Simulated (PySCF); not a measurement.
**C2H5GaO: electronic excitations at several levels of theory**

How much do the electronic excitations of C2H5GaO (`C=C[O][GaH2]`) depend on the level of theory, and what does each level cost?

Programs: PySCF 2.14.0, with density-fitted response routines of our own. Each step states its level of theory. These are calculated values for one molecule in the gas phase, unless marked as measured. Atoms are numbered from 0 throughout.

## 1. The starting structure

9 atoms, charge 0, multiplicity 1; geometry from: GFN2-xTB. The atoms were then displaced at random by about 0.01 Å, so the start is not that level's minimum.

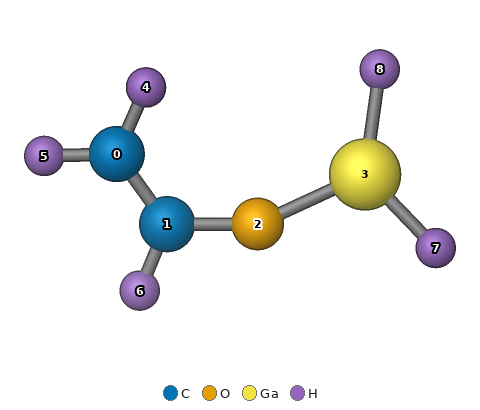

As it starts; carbon blue, oxygen amber, gallium yellow, hydrogen purple, atoms numbered.

## 2. Optimising the geometry at PBE0-D3(BJ)/def2-SVP

Job settings and geometry (Å):

```
{"job": {"xc": "PBE0", "basis": "def2-SVP", "d3": "d3bj", "grid": 1, "shake": 0.01, "kind": "geom"}, "charge": 0, "multiplicity": 1}
C     -1.572470    -0.461420     0.472910
C     -0.514200    -0.982960    -0.057680
O      0.651940    -0.336170    -0.236510
Ga     1.719990     1.060280    -0.243070
H     -1.595420     0.587460     0.780610
H     -2.501180    -0.998310     0.582980
H     -0.473350    -2.013250    -0.388930
H      3.138330     0.605480    -0.542930
H      1.204180     2.521720     0.026120
```

Started as:

```bash
> OMP_NUM_THREADS=1 python probes_run.py task.json out
```

One launch serves the whole session: the jobs run in the order shown.

What it wrote:

```text
step   0  E = -2078.47819974  max force = 0.049263
step   1  E = -2078.48456593  max force = 0.008264
step   2  E = -2078.48515397  max force = 0.012472
step   3  E = -2078.48653067  max force = 0.011878
step   4  E = -2078.48711179  max force = 0.004737
step   5  E = -2078.48736540  max force = 0.002566
step   6  E = -2078.48753474  max force = 0.003752
step   7  E = -2078.48755363  max force = 0.005917
step   8  E = -2078.48784082  max force = 0.001112
step   9  E = -2078.48788682  max force = 0.000640
step  10  E = -2078.48791724  max force = 0.000522
step  11  E = -2078.48792282  max force = 0.000338
optimisation converged
```

Wall time 47 s (1 thread of Arm Neoverse V1, shared host); peak memory 0.41 GiB.

Step by step:

```
step  energy from step 0 (eV)  largest force component (eV/Å)
   0                   0.0000                          2.5332
   1                  -0.1732                          0.4250
   2                  -0.1892                          0.6413
   3                  -0.2267                          0.6108
   4                  -0.2425                          0.2436
   5                  -0.2494                          0.1319
   6                  -0.2540                          0.1929
   7                  -0.2545                          0.3043
   8                  -0.2623                          0.0572
   9                  -0.2636                          0.0329
  10                  -0.2644                          0.0268
  11                  -0.2646                          0.0174
```

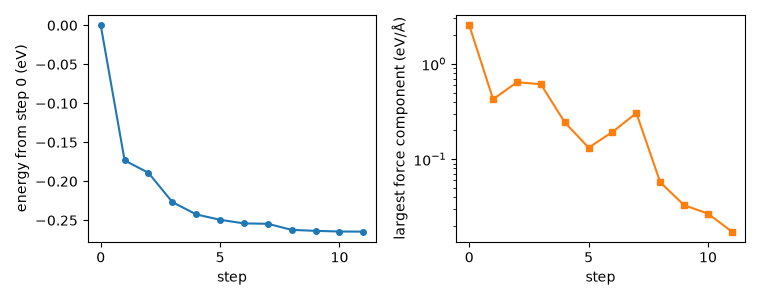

Energy and force, step by step.

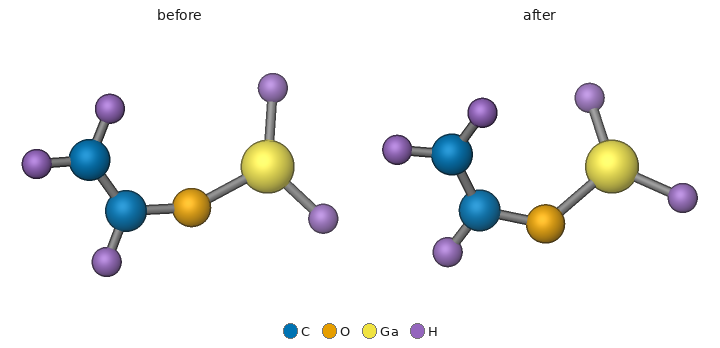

The geometry before (left) and after (right).

Distances of close pairs at the start and the end, largest changes first:

```csv
bond,before (Å),after (Å),change (Å)
O2–Ga3,1.758,1.805,+0.047
C0–C1,1.294,1.338,+0.044
Ga3–H7,1.519,1.555,+0.036
C1–H6,1.083,1.099,+0.016
Ga3–H8,1.573,1.560,-0.013
C0–H5,1.078,1.091,+0.012
C1–O2,1.345,1.339,-0.006
C0–H4,1.093,1.094,+0.001
```

The final coordinates are the input of the step that follows.

| at the end point | value |
| --- | --- |
| point group (found at 0.08 Å tolerance) | C1 |
| rotational constants (GHz, main isotopes) | 16.069, 2.496, 2.208 |
| dipole moment (D) | 1.28 |

## 3. Ultraviolet spectrum: B3LYP/def2-SVPD

Job settings and geometry (Å):

```
{"job": {"kind": "uv", "xc": "B3LYP", "basis": "def2-SVPD", "ip": true}, "charge": 0, "multiplicity": 1}
C     -1.398223    -0.341457     0.564172
C     -0.465008    -0.970308    -0.159803
O      0.840771    -0.677822    -0.216774
Ga     1.605503     0.957329    -0.236359
H     -1.157257     0.509395     1.208492
H     -2.433002    -0.685075     0.534287
H     -0.733084    -1.843120    -0.772192
H      3.144346     0.869159    -0.029254
H      0.653978     2.164818    -0.499088
```

Method: TDDFT B3LYP/def2-SVPD, vertical, gas phase, core orbitals frozen in the response.

What it wrote:

```text
coarse grid: 35320 points
cycle   1  E = -2078.8505828421  dE = -1.604e-01  |g| = 8.732e-01  |ddm| = 4.078e+00
cycle   2  E = -2078.2785050041  dE =  5.721e-01  |g| = 1.860e+00  |ddm| = 3.473e+00
cycle   3  E = -2078.9597288907  dE = -6.812e-01  |g| = 3.235e-01  |ddm| = 2.661e+00
cycle   4  E = -2078.9792529856  dE = -1.952e-02  |g| = 1.059e-01  |ddm| = 4.152e-01
cycle   5  E = -2078.9815772632  dE = -2.324e-03  |g| = 3.677e-02  |ddm| = 1.633e-01
cycle   6  E = -2078.9818899561  dE = -3.127e-04  |g| = 8.778e-03  |ddm| = 4.291e-02
cycle   7  E = -2078.9819056355  dE = -1.568e-05  |g| = 1.359e-03  |ddm| = 1.278e-02
cycle   8  E = -2078.9819059890  dE = -3.535e-07  |g| = 5.459e-04  |ddm| = 2.216e-03
final grid: 73776 points
cycle   9  E = -2078.9819261957  dE =  1.134e-08  |g| = 6.658e-04  |ddm| = 6.484e-03
cycle  10  E = -2078.9819261266  dE =  6.904e-08  |g| = 8.503e-04  |ddm| = 1.736e-03
cycle  11  E = -2078.9819263066  dE = -1.800e-07  |g| = 7.928e-05  |ddm| = 9.510e-04
cycle  12  E = -2078.9819263082  dE = -1.583e-09  |g| = 1.010e-05  |ddm| = 9.320e-05
cycle  13  E = -2078.9819263082  dE = -3.729e-11  |g| = 5.892e-06  |ddm| = 1.535e-05
converged SCF energy = -2078.9819263082

Static polarisability (au): isotropic 59.989, principal 45.274 57.129 77.565

Singlet excitations
state   eV       nm        f      main configurations
  1   3.8012    326.2   0.03282   H->L 0.99
  2   5.4708    226.6   0.00261   H-1->L 0.60, H->L+1 0.33
  3   5.5875    221.9   0.04186   H->L+1 0.54, H-1->L 0.32
  4   5.9645    207.9   0.01192   H-2->L 0.66, H->L+2 0.15, H->L+3 0.15
  5   5.9900    207.0   0.04513   H->L+2 0.55, H-2->L 0.23, H->L+1 0.09
  6   6.2755    197.6   0.00577   H->L+3 0.61, H->L+4 0.18, H->L+2 0.16
  7   6.8193    181.8   0.06679   H->L+5 0.64, H->L+4 0.23
  8   6.9115    179.4   0.11881   H->L+4 0.43, H->L+5 0.33
  9   7.0554    175.7   0.02133   H->L+6 0.90
 10   7.3369    169.0   0.04915   H-1->L+1 0.65, H-1->L+3 0.11

Triplet excitations (Tamm-Dancoff, eV): 3.4992 4.4171 5.0899 5.3823
Vertical ionisation energy (delta-SCF) = 8.8755 eV
Vertical electron affinity (delta-SCF) = -0.0578 eV
```

Wall time 37 s (1 thread of Arm Neoverse V1, shared host); peak memory 0.63 GiB.

The orbitals next to the gap, with their largest atomic shares:

```csv
orbital,eV,atoms
HOMO−3,-10.33,"C0 31 %, O2 16 %, H5 14 %"
HOMO−2,-8.92,"Ga3 33 %, H7 27 %, H8 17 %"
HOMO−1,-8.37,"O2 52 %, Ga3 13 %, C1 11 %"
HOMO,-6.46,"C0 38 %, C1 26 %, O2 23 %"
LUMO,-1.85,"Ga3 61 %, O2 14 %, H7 10 %"
LUMO+1,-0.06,"Ga3 40 %, H8 20 %, H7 19 %"
LUMO+2,0.33,"Ga3 65 %, C1 8 %, C0 8 %"
```

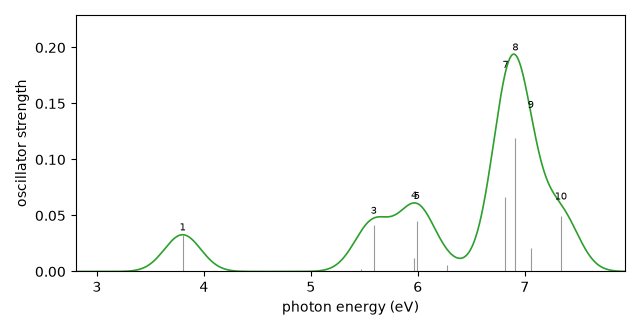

Absorption spectrum from the 10 singlet states computed; above the last one it falls off for lack of states. Lines are broadened to a width of 0.40 eV (Gaussian).

Ground-state properties from the same run:

```csv
property,computed
dipole moment (D),1.33
polarisability (Å³),8.89
HOMO–LUMO gap (eV),4.61
−ε(HOMO) (eV),6.46
```

## 4. Ultraviolet spectrum: PBE0/def2-SVPD

Settings changed since step 3:

```diff
@@ -1,2 +1,2 @@
-{"job": {"kind": "uv", "xc": "B3LYP", "basis": "def2-SVPD", "ip": true}, "charge": 0, "multiplicity": 1}
+{"job": {"kind": "uv", "xc": "PBE0", "basis": "def2-SVPD", "ip": true}, "charge": 0, "multiplicity": 1}
 C     -1.398223    -0.341457     0.564172
```

With the program's defaults for keys left out, this is: TDDFT PBE0/def2-SVPD, vertical, gas phase, core orbitals frozen in the response.

What it wrote:

```text
coarse grid: 35320 points
cycle   1  E = -2078.3855740415  dE = -1.775e-01  |g| = 7.863e-01  |ddm| = 3.894e+00
cycle   2  E = -2078.0757471861  dE =  3.098e-01  |g| = 1.471e+00  |ddm| = 2.818e+00
cycle   3  E = -2078.4823256541  dE = -4.066e-01  |g| = 2.364e-01  |ddm| = 2.022e+00
cycle   4  E = -2078.4930238886  dE = -1.070e-02  |g| = 7.064e-02  |ddm| = 3.006e-01
cycle   5  E = -2078.4940846068  dE = -1.061e-03  |g| = 2.117e-02  |ddm| = 1.020e-01
cycle   6  E = -2078.4941840465  dE = -9.944e-05  |g| = 5.573e-03  |ddm| = 2.530e-02
cycle   7  E = -2078.4941900183  dE = -5.972e-06  |g| = 4.807e-04  |ddm| = 7.335e-03
final grid: 73776 points
cycle   8  E = -2078.4942284789  dE = -1.669e-08  |g| = 6.073e-04  |ddm| = 6.052e-03
cycle   9  E = -2078.4942283354  dE =  1.435e-07  |g| = 1.040e-03  |ddm| = 1.731e-03
cycle  10  E = -2078.4942285507  dE = -2.152e-07  |g| = 1.420e-04  |ddm| = 1.064e-03
cycle  11  E = -2078.4942285548  dE = -4.161e-09  |g| = 1.823e-05  |ddm| = 1.709e-04
cycle  12  E = -2078.4942285549  dE = -7.913e-11  |g| = 4.354e-06  |ddm| = 2.626e-05
converged SCF energy = -2078.4942285549

Static polarisability (au): isotropic 59.034, principal 44.955 56.356 75.792

Singlet excitations
state   eV       nm        f      main configurations
  1   4.0340    307.3   0.03368   H->L 0.99
  2   5.6749    218.5   0.01094   H-1->L 0.82, H->L+1 0.09
  3   5.8210    213.0   0.02502   H->L+1 0.69, H->L+2 0.17
  4   6.1235    202.5   0.03439   H-2->L 0.84
  5   6.2220    199.3   0.03611   H->L+2 0.64, H->L+1 0.18, H->L+3 0.13
  6   6.5039    190.6   0.01117   H->L+3 0.72, H->L+2 0.15
  7   7.0113    176.8   0.14946   H->L+4 0.66, H->L+5 0.16
  8   7.1191    174.2   0.04005   H->L+5 0.80, H->L+4 0.13
  9   7.3048    169.7   0.01938   H->L+6 0.92
 10   7.5264    164.7   0.04034   H-1->L+1 0.50, H-1->L+3 0.18, H-1->L+4 0.16

Triplet excitations (Tamm-Dancoff, eV): 3.6851 4.4059 5.2259 5.6195
Vertical ionisation energy (delta-SCF) = 8.8170 eV
Vertical electron affinity (delta-SCF) = -0.0515 eV
```

Run time: 35 s. Hardware: 1 thread of Arm Neoverse V1, shared host; peak memory 0.63 GiB.

Key values: HOMO -6.66 eV, LUMO -1.57 eV; lowest singlet 4.03 eV.

## 5. Excited states and response: BHandHLYP/def2-SVPD

Settings changed since step 4:

```diff
@@ -1,2 +1,2 @@
-{"job": {"kind": "uv", "xc": "PBE0", "basis": "def2-SVPD", "ip": true}, "charge": 0, "multiplicity": 1}
+{"job": {"kind": "uv", "xc": "BHandHLYP", "basis": "def2-SVPD", "ip": true}, "charge": 0, "multiplicity": 1}
 C     -1.398223    -0.341457     0.564172
```

Level: TDDFT BHandHLYP/def2-SVPD, vertical, gas phase, core orbitals frozen in the response.

What it wrote:

```text
coarse grid: 35320 points
cycle   1  E = -2078.7205874407  dE = -1.658e-01  |g| = 6.863e-01  |ddm| = 3.827e+00
cycle   2  E = -2078.6615399720  dE =  5.905e-02  |g| = 9.112e-01  |ddm| = 1.952e+00
cycle   3  E = -2078.8073837367  dE = -1.458e-01  |g| = 1.038e-01  |ddm| = 1.138e+00
cycle   4  E = -2078.8092897695  dE = -1.906e-03  |g| = 4.618e-02  |ddm| = 1.520e-01
cycle   5  E = -2078.8097507278  dE = -4.610e-04  |g| = 4.838e-03  |ddm| = 5.684e-02
cycle   6  E = -2078.8097563415  dE = -5.614e-06  |g| = 2.002e-03  |ddm| = 9.938e-03
final grid: 73776 points
cycle   7  E = -2078.8097704506  dE = -8.722e-08  |g| = 2.053e-03  |ddm| = 5.326e-03
cycle   8  E = -2078.8097703559  dE =  9.465e-08  |g| = 2.190e-03  |ddm| = 4.162e-03
cycle   9  E = -2078.8097712743  dE = -9.184e-07  |g| = 8.406e-05  |ddm| = 2.124e-03
cycle  10  E = -2078.8097712762  dE = -1.937e-09  |g| = 1.748e-05  |ddm| = 1.147e-04
cycle  11  E = -2078.8097712764  dE = -2.001e-10  |g| = 9.224e-06  |ddm| = 6.134e-05
converged SCF energy = -2078.8097712764

Static polarisability (au): isotropic 56.690, principal 43.900 54.607 71.563

Singlet excitations
state   eV       nm        f      main configurations
  1   4.5621    271.8   0.03246   H->L 0.97
  2   6.1286    202.3   0.00468   H-1->L 0.79, H-2->L 0.17
  3   6.2418    198.6   0.00526   H->L+2 0.85
  4   6.6380    186.8   0.03204   H->L+1 0.68, H->L+3 0.08
  5   6.6790    185.6   0.12721   H-2->L 0.58, H->L+4 0.14, H-1->L 0.12
  6   7.0218    176.6   0.05415   H->L+3 0.53, H->L+4 0.19, H-2->L 0.12
  7   7.2411    171.2   0.05766   H->L+4 0.34, H->L+5 0.32, H->L+6 0.12
  8   7.3999    167.5   0.07404   H->L+5 0.44, H->L+3 0.27, H->L+4 0.20
  9   7.5312    164.6   0.01703   H->L+6 0.79
 10   8.1535    152.1   0.02853   H-1->L+4 0.37, H-1->L+2 0.18, H-2->L+4 0.17

Triplet excitations (Tamm-Dancoff, eV): 4.0179 4.5831 5.6231 6.0558
Vertical ionisation energy (delta-SCF) = 8.6819 eV
```

Run time: 27 s. Hardware: 1 thread of Arm Neoverse V1, shared host; peak memory 0.62 GiB.

This run: HOMO -7.65 eV, LUMO -0.84 eV; lowest singlet 4.56 eV.

## 6. Ultraviolet spectrum: CAM-B3LYP/def2-SVPD

Settings changed since step 5:

```diff
@@ -1,2 +1,2 @@
-{"job": {"kind": "uv", "xc": "BHandHLYP", "basis": "def2-SVPD", "ip": true}, "charge": 0, "multiplicity": 1}
+{"job": {"kind": "uv", "xc": "CAM-B3LYP", "basis": "def2-SVPD", "ip": true}, "charge": 0, "multiplicity": 1}
 C     -1.398223    -0.341457     0.564172
```

Method: TDDFT CAM-B3LYP/def2-SVPD, vertical, gas phase, core orbitals frozen in the response.

What it wrote:

```text
coarse grid: 35320 points
cycle   1  E = -2078.8617000097  dE = -1.570e-01  |g| = 8.062e-01  |ddm| = 3.938e+00
cycle   2  E = -2078.7323937739  dE =  1.293e-01  |g| = 1.194e+00  |ddm| = 2.445e+00
cycle   3  E = -2078.9701292239  dE = -2.377e-01  |g| = 1.417e-01  |ddm| = 1.503e+00
cycle   4  E = -2078.9737406771  dE = -3.611e-03  |g| = 4.943e-02  |ddm| = 1.827e-01
cycle   5  E = -2078.9742196357  dE = -4.790e-04  |g| = 4.750e-03  |ddm| = 5.836e-02
cycle   6  E = -2078.9742254540  dE = -5.818e-06  |g| = 2.058e-03  |ddm| = 1.259e-02
final grid: 73776 points
cycle   7  E = -2078.9742367618  dE = -7.058e-08  |g| = 2.234e-03  |ddm| = 5.835e-03
cycle   8  E = -2078.9742364767  dE =  2.851e-07  |g| = 2.533e-03  |ddm| = 4.842e-03
cycle   9  E = -2078.9742378477  dE = -1.371e-06  |g| = 2.010e-04  |ddm| = 2.577e-03
cycle  10  E = -2078.9742378565  dE = -8.795e-09  |g| = 3.989e-05  |ddm| = 2.187e-04
cycle  11  E = -2078.9742378569  dE = -4.038e-10  |g| = 2.558e-05  |ddm| = 7.234e-05
converged SCF energy = -2078.9742378569

Static polarisability (au): isotropic 58.384, principal 44.744 56.095 74.314

Singlet excitations
state   eV       nm        f      main configurations
  1   4.4486    278.7   0.03463   H->L 0.96
  2   5.8032    213.6   0.01158   H-1->L 0.74, H-2->L 0.22
  3   6.1384    202.0   0.00327   H->L+2 0.86
  4   6.3052    196.6   0.05986   H-2->L 0.67, H-1->L 0.19
  5   6.5333    189.8   0.07386   H->L+1 0.73, H->L+4 0.09
  6   6.8901    179.9   0.08565   H->L+3 0.50, H->L+4 0.33
  7   7.1832    172.6   0.03053   H->L+5 0.46, H->L+4 0.18, H->L+6 0.13
  8   7.3353    169.0   0.06028   H->L+5 0.35, H->L+3 0.31, H->L+4 0.22
  9   7.4736    165.9   0.02271   H->L+6 0.76, H->L+1 0.10
 10   7.7332    160.3   0.03045   H-1->L+4 0.51, H-1->L+2 0.12, H-1->L+1 0.12

Triplet excitations (Tamm-Dancoff, eV): 3.9768 4.5399 5.3352 5.8286
Vertical ionisation energy (delta-SCF) = 8.8967 eV
Vertical electron affinity (delta-SCF) = -0.0995 eV
```

Run time: 44 s. Hardware: 1 thread of Arm Neoverse V1, shared host; peak memory 0.68 GiB.

This run: HOMO -7.99 eV, LUMO -0.69 eV; lowest singlet 4.45 eV.

## 7. Ultraviolet spectrum: wB97X-D/def2-SVPD

Settings changed since step 6:

```diff
@@ -1,2 +1,2 @@
-{"job": {"kind": "uv", "xc": "CAM-B3LYP", "basis": "def2-SVPD", "ip": true}, "charge": 0, "multiplicity": 1}
+{"job": {"kind": "uv", "xc": "wB97X-D", "basis": "def2-SVPD", "ip": true}, "charge": 0, "multiplicity": 1}
 C     -1.398223    -0.341457     0.564172
```

Level: TDDFT wB97X-D/def2-SVPD, vertical, gas phase, core orbitals frozen in the response.

What it wrote:

```text
coarse grid: 35320 points
cycle   1  E = -2078.8253860311  dE = -1.662e-01  |g| = 7.795e-01  |ddm| = 3.804e+00
cycle   2  E = -2078.7521347960  dE =  7.325e-02  |g| = 1.051e+00  |ddm| = 2.090e+00
cycle   3  E = -2078.9335416727  dE = -1.814e-01  |g| = 1.010e-01  |ddm| = 1.225e+00
cycle   4  E = -2078.9354060444  dE = -1.864e-03  |g| = 4.613e-02  |ddm| = 1.545e-01
cycle   5  E = -2078.9358465532  dE = -4.405e-04  |g| = 5.182e-03  |ddm| = 6.197e-02
cycle   6  E = -2078.9358554680  dE = -8.915e-06  |g| = 1.892e-03  |ddm| = 1.757e-02
final grid: 73776 points
cycle   7  E = -2078.9361119691  dE = -2.020e-06  |g| = 1.566e-03  |ddm| = 8.988e-03
cycle   8  E = -2078.9361122113  dE = -2.422e-07  |g| = 1.422e-03  |ddm| = 3.678e-03
cycle   9  E = -2078.9361125865  dE = -3.752e-07  |g| = 2.176e-04  |ddm| = 1.524e-03
cycle  10  E = -2078.9361125980  dE = -1.150e-08  |g| = 8.179e-05  |ddm| = 3.165e-04
cycle  11  E = -2078.9361126016  dE = -3.599e-09  |g| = 3.524e-05  |ddm| = 2.651e-04
cycle  12  E = -2078.9361126020  dE = -4.143e-10  |g| = 8.646e-06  |ddm| = 5.818e-05
converged SCF energy = -2078.9361126020

Static polarisability (au): isotropic 58.471, principal 45.207 56.137 74.071

Singlet excitations
state   eV       nm        f      main configurations
  1   4.5419    273.0   0.03607   H->L 0.96
  2   5.8408    212.3   0.01260   H-1->L 0.73, H-2->L 0.24
  3   6.2710    197.7   0.00131   H->L+2 0.72, H-2->L 0.16
  4   6.3367    195.7   0.07015   H-2->L 0.55, H-1->L 0.19, H->L+2 0.15
  5   6.7039    184.9   0.08855   H->L+1 0.62, H->L+4 0.16
  6   6.9741    177.8   0.09927   H->L+3 0.46, H->L+4 0.37
  7   7.4270    166.9   0.03486   H->L+5 0.34, H->L+1 0.20, H->L+4 0.17
  8   7.5580    164.0   0.03359   H->L+5 0.46, H->L+3 0.26, H->L+4 0.13
  9   7.7166    160.7   0.04095   H->L+6 0.40, H-1->L+4 0.21, H-1->L+2 0.11
 10   7.7880    159.2   0.01183   H->L+6 0.38, H-1->L+4 0.32

Triplet excitations (Tamm-Dancoff, eV): 4.1153 4.6852 5.4756 5.9475
Vertical ionisation energy (delta-SCF) = 8.8448 eV
```

Wall time 30 s (1 thread of Arm Neoverse V1, shared host); peak memory 0.67 GiB.

This run: HOMO -8.51 eV, LUMO 0.09 eV; lowest singlet 4.54 eV.

## 8. Ultraviolet spectrum: LC-wPBE/def2-SVPD

Settings changed since step 7:

```diff
@@ -1,2 +1,2 @@
-{"job": {"kind": "uv", "xc": "wB97X-D", "basis": "def2-SVPD", "ip": true}, "charge": 0, "multiplicity": 1}
+{"job": {"kind": "uv", "xc": "LC-wPBE", "basis": "def2-SVPD", "ip": true}, "charge": 0, "multiplicity": 1}
 C     -1.398223    -0.341457     0.564172
```

With the program's defaults for keys left out, this is: TDDFT LC-wPBE/def2-SVPD, vertical, gas phase, core orbitals frozen in the response.

What it wrote:

```text
coarse grid: 35320 points
cycle   1  E = -2078.4655576212  dE = -1.543e-01  |g| = 8.085e-01  |ddm| = 3.780e+00
cycle   2  E = -2078.4343745745  dE =  3.118e-02  |g| = 9.722e-01  |ddm| = 2.065e+00
cycle   3  E = -2078.5777255298  dE = -1.434e-01  |g| = 8.091e-02  |ddm| = 1.135e+00
cycle   4  E = -2078.5789448754  dE = -1.219e-03  |g| = 4.693e-02  |ddm| = 1.403e-01
cycle   5  E = -2078.5794014707  dE = -4.566e-04  |g| = 6.501e-03  |ddm| = 6.192e-02
cycle   6  E = -2078.5794139314  dE = -1.246e-05  |g| = 2.738e-03  |ddm| = 1.753e-02
cycle   7  E = -2078.5794157019  dE = -1.771e-06  |g| = 6.804e-04  |ddm| = 4.195e-03
final grid: 73776 points
cycle   8  E = -2078.5794282251  dE = -3.768e-07  |g| = 6.471e-04  |ddm| = 2.937e-03
cycle   9  E = -2078.5794282800  dE = -5.488e-08  |g| = 6.222e-04  |ddm| = 1.226e-03
cycle  10  E = -2078.5794283359  dE = -5.590e-08  |g| = 8.148e-05  |ddm| = 6.315e-04
cycle  11  E = -2078.5794283398  dE = -3.851e-09  |g| = 4.803e-05  |ddm| = 1.996e-04
cycle  12  E = -2078.5794283411  dE = -1.355e-09  |g| = 1.491e-05  |ddm| = 1.461e-04
cycle  13  E = -2078.5794283412  dE = -5.093e-11  |g| = 4.210e-06  |ddm| = 2.786e-05
converged SCF energy = -2078.5794283412

Static polarisability (au): isotropic 56.507, principal 43.833 54.487 71.200

Singlet excitations
state   eV       nm        f      main configurations
  1   5.2458    236.3   0.04389   H->L 0.91
  2   6.1611    201.2   0.01213   H-1->L 0.56, H-2->L 0.38
  3   6.7378    184.0   0.09359   H-2->L 0.47, H-1->L 0.27, H->L+4 0.12
  4   6.7944    182.5   0.03465   H->L+2 0.73, H->L+5 0.08
  5   7.0535    175.8   0.12167   H->L+4 0.52, H->L+1 0.22
  6   7.4916    165.5   0.05324   H->L+3 0.33, H->L+1 0.20, H->L+5 0.12
  7   7.8662    157.6   0.00250   H->L+5 0.42, H->L+1 0.14, H-1->L+4 0.10
  8   7.9706    155.6   0.03407   H-1->L+4 0.48, H->L+5 0.13
  9   8.1981    151.2   0.02914   H->L+3 0.53, H->L+5 0.11
 10   8.2273    150.7   0.01540   H->L+6 0.59, H->L+1 0.22

Triplet excitations (Tamm-Dancoff, eV): 4.0506 5.1247 5.5811 6.2670
Vertical ionisation energy (delta-SCF) = 8.9025 eV
```

Run time: 37 s. Hardware: 1 thread of Arm Neoverse V1, shared host; peak memory 0.63 GiB.

Key values: HOMO -9.33 eV, LUMO 0.52 eV; lowest singlet 5.25 eV.

(Part 1 of 2 ends here.)
